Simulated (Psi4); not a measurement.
# S2O (Disulfur monoxide): wB97X-D/cc-pVTZ (sweep point 6)

Aim: the vertical singlet–triplet gap of S2O (Disulfur monoxide) at wB97X-D/cc-pVTZ (sweep point 6), from 2 runs. 

The calculation is run with Psi4 1.11.

### 1 Starting point

S2O: 3 atoms, total charge 0, spin state singlet. As SMILES, `O=S=S`. The coordinates come from a GFN2-xTB relaxation.

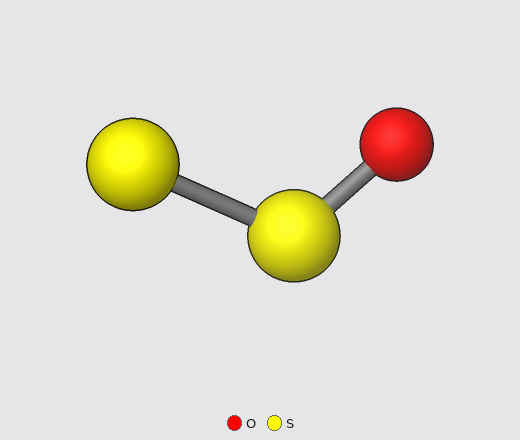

Viewed from a chosen angle; oxygen red, sulfur yellow.

### 2 The energy at wB97X-D/cc-pVTZ (sweep point 6)

The input, os2.in:

```
memory 1.6 GB

molecule mol {
  0 1
  O      0.431370     1.195520     0.483120
  S      0.559470    -0.210460     0.159300
  S     -0.990830    -0.985060    -0.642420
  symmetry c1
}

set basis cc-pVTZ
set puream true
set scf_type pk
set dft_radial_points 99
set dft_spherical_points 590

energy("wb97x-d")
print_variables()
```

Launch:

```sh
$ psi4 -n 1 os2.in os2.out
```

os2.out:

```text
[...]
  Running in c1 symmetry.
[...]
  Nuclear repulsion =  141.589658025273081
[...]
  Multiplicity = 1
[...]
  Nalpha       = 20
  Nbeta        = 20
[...]
    Number of basis functions: 98
[...]
   @RKS iter   1:  -871.45646482928612   -2.71725e-02   6.44729e-03 DIIS/ADIIS
[...]
   @RKS iter   9:  -871.60292126978982   -4.14776e-08   6.39075e-07 DIIS
[...]
    Orbital Energies [Eh]
    ---------------------
    Doubly Occupied:
       1A    -89.217927     2A    -89.083381     3A    -19.299827
       4A     -8.213874     5A     -8.093664     6A     -6.162296
       7A     -6.161499     8A     -6.156627     9A     -6.041953
      10A     -6.040594    11A     -6.034086    12A     -1.201211
      13A     -0.914209    14A     -0.704543    15A     -0.552170
      16A     -0.549948    17A     -0.549466    18A     -0.392130
      19A     -0.389217    20A     -0.364041
[...]
  @RKS Final Energy:  -871.60292126978982
   => Energetics <=
    Nuclear Repulsion Energy =            141.5896580252730814
    One-Electron Energy =               -1484.1787566907587461
    Two-Electron Energy =                 514.5602542014529490
    DFT Exchange-Correlation Energy =     -43.5739635267610979
    Empirical Dispersion Energy =          -0.0001132789961295
    VV10 Nonlocal Energy =                  0.0000000000000000
    Total Energy =                       -871.6029212697898174
[...]
 Multipole Moments:
 ------------------------------------------------------------------------------------
     Multipole            Electronic (a.u.)      Nuclear  (a.u.)        Total (a.u.)
 ------------------------------------------------------------------------------------
 L = 1.  Multiply by 2.5417464519 to convert [e a0] to [Debye]
 Dipole X            :          0.2773866           -0.0058035            0.2715831
 Dipole Y            :         -0.5148875           -0.0124088           -0.5272963
 Dipole Z            :          0.0000000           -0.0000000            0.0000000
 Magnitude           :                                                    0.5931263
[...]
```

It took 25 s on 1 thread of Intel Xeon Platinum 8488C (Sapphire Rapids), shared host; peak memory 1.1 GiB.

### 3 The triplet, same level

The input, os2.dat:

```
memory 1.6 GB

molecule {
  0 3
  O      0.431370     1.195520     0.483120
  S      0.559470    -0.210460     0.159300
  S     -0.990830    -0.985060    -0.642420
  symmetry c1
}

set basis cc-pVTZ
set reference uks
set puream true
set scf_type pk
set dft_radial_points 99
set dft_spherical_points 590
set maxiter 150

energy('wb97x-d')
```

Launch:

```sh
$ psi4 os2.dat os2.out -n 1
```

os2.out:

```text
[...]
  Running in c1 symmetry.
[...]
  Nuclear repulsion =  141.589658025273081
[...]
  Multiplicity = 3
[...]
  Nalpha       = 21
  Nbeta        = 19
[...]
    Number of basis functions: 98
[...]
   @UKS iter   1:  -871.38672513456243    4.25672e-02   6.40817e-03 DIIS/ADIIS
[...]
   @UKS iter  15:  -871.53724245865237   -2.12491e-07   6.02096e-07 DIIS
[...]
   @S^2 Observed:                2.011084692E+00
[...]
    Orbital Energies [Eh]
    ---------------------
    Alpha Occupied:
       1A    -89.169353     2A    -89.120109     3A    -19.275387
       4A     -8.172610     5A     -8.130353     6A     -6.121303
       7A     -6.119663     8A     -6.116978     9A     -6.085476
      10A     -6.075277    11A     -6.070670    12A     -1.189409
      13A     -0.939855    14A     -0.722417    15A     -0.557327
      16A     -0.551712    17A     -0.544522    18A     -0.425395
      19A     -0.424088    20A     -0.389453    21A     -0.294405
    Alpha Virtual:
      22A      0.063778    23A      0.095271    24A      0.255079
      25A      0.284642    26A      0.292782    27A      0.310002
[...]
  @UKS Final Energy:  -871.53724245865237
   => Energetics <=
    Nuclear Repulsion Energy =            141.5896580252730814
    One-Electron Energy =               -1484.3403693550410480
    Two-Electron Energy =                 514.8254673071040770
    DFT Exchange-Correlation Energy =     -43.6118851569924644
    Empirical Dispersion Energy =          -0.0001132789961295
    VV10 Nonlocal Energy =                  0.0000000000000000
    Total Energy =                       -871.5372424586523721
[...]
 Multipole Moments:
 ------------------------------------------------------------------------------------
     Multipole            Electronic (a.u.)      Nuclear  (a.u.)        Total (a.u.)
 ------------------------------------------------------------------------------------
 L = 1.  Multiply by 2.5417464519 to convert [e a0] to [Debye]
 Dipole X            :         -0.2007969           -0.0058035           -0.2066005
 Dipole Y            :         -0.7617770           -0.0124088           -0.7741858
 Dipole Z            :          0.0000000           -0.0000000            0.0000000
 Magnitude           :                                                    0.8012786
[...]
```

It took 39 s on 1 thread of Intel Xeon Platinum 8488C (Sapphire Rapids), shared host; peak memory 1.1 GiB.

### 4 What came out

At wB97X-D/cc-pVTZ (sweep point 6):

| quantity | value |
| --- | --- |
| singlet: total energy | -871.60292 Eh |
| singlet: dipole moment | 1.51 D |
| singlet: HOMO energy | -9.91 eV |
| singlet: LUMO energy | -2.27 eV |
| singlet: HOMO–LUMO gap | 7.64 eV |
| singlet: dispersion energy | -0.30 kJ/mol |
| triplet: total energy | -871.53724 Eh |
| triplet: dipole moment | 2.04 D |
| triplet: HOMO energy (highest over α and β) | -8.01 eV |
| triplet: LUMO energy (lowest over α and β) | -3.96 eV |
| triplet: dispersion energy | -0.30 kJ/mol |
| triplet: ⟨S²⟩ | 2.011 |
| vertical energy of the triplet above the singlet | 1.787 eV |

**Reading.** At this shape the triplet lies 1.79 eV (41 kcal/mol) above the singlet.
